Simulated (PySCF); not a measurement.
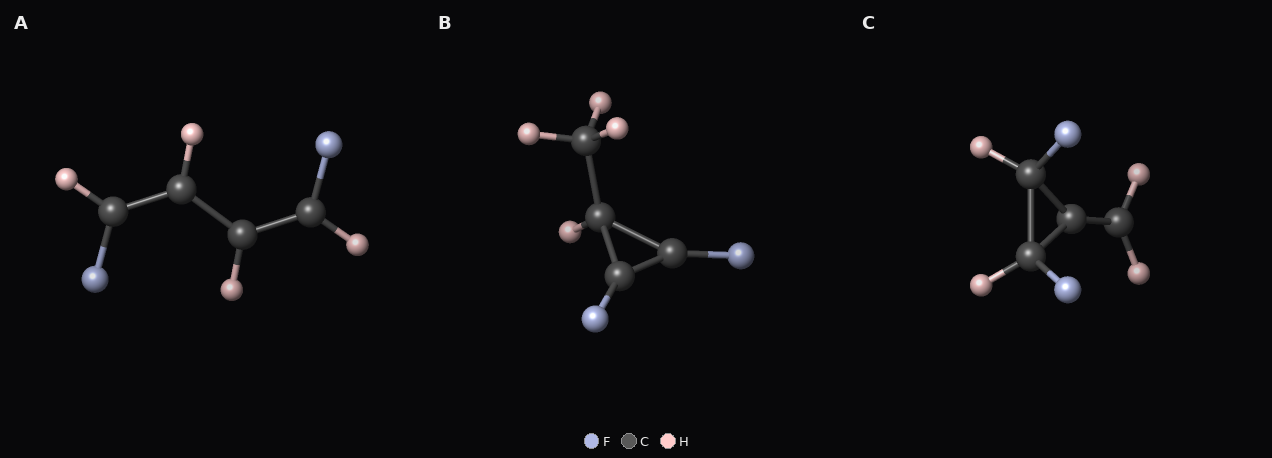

3 stationary structures of one formula. Geometries: GFN2-xTB. Electronic energies: PBE0/pcSseg-1 (PySCF 2.14.0), without zero-point energy. No frequency run is at hand to confirm each as a minimum. Each is one conformer, not always the lowest.

> Are they conformers, stereoisomers or constitutional isomers?

They are constitutional isomers of C4H4F2: A `F/C=C\C=C/F`, B `CC1C(F)=C1F`, C `C=C1[C@@H](F)[C@H]1F`.

> Which structure is the most stable?

A is lowest; C lies 120.9 kJ/mol above it, B lies 186.1 kJ/mol above it.
